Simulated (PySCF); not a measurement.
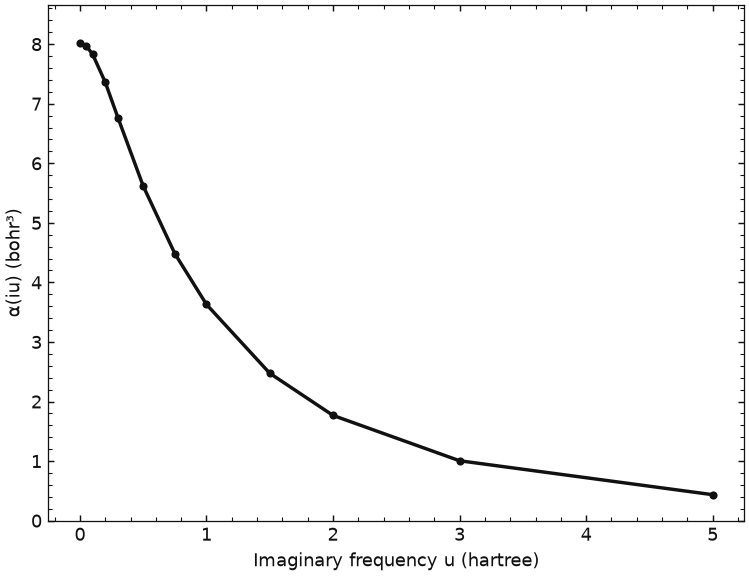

Dipole polarisability at imaginary frequency of Ru²⁺ ([Kr] 4d⁶). Coupled response at the B97-3 level; PySCF, aug-cc-pVDZ-PP with a 28-electron core potential, unrestricted single determinants, no spin-orbit coupling.

**Describe the response.**

The static dipole polarisability is 8.02 bohr³; α(iu) falls to half of it near u = 0.88 hartree. The Casimir–Polder integral gives C₆ = 43.1 hartree bohr⁶ for two such species.
